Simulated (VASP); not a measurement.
Band structure of CdF2 (fluorite). Method: PBE GGA with D3 dispersion (Becke-Johnson damping), VASP's PBE PAW potentials (set 64) (plane waves; VASP 6.6.1).

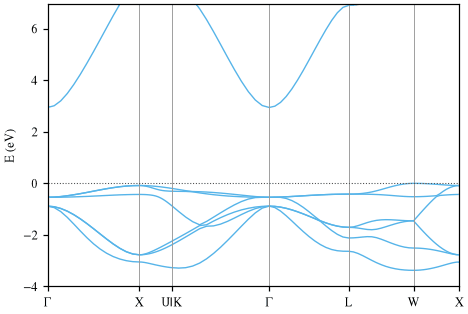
Fig. 1. Bands along high-symmetry lines, zero at the valence-band maximum or, without a gap, the Fermi level

### Question
Read the plot: is there a gap, and where are the band edges?

### Answer
The gap is indirect, 2.94 eV, from the valence maximum at W to the conduction minimum at Γ. (Edges off the drawn lines would not show.)

Measured: gap 7.80 eV (computed value off by -4.86 eV), as given by Giancarlo Cappellini et al., Physical Review B (2013), arXiv:1302.2571.

The compound is CdF2 in the fluorite structure. It was relaxed first.
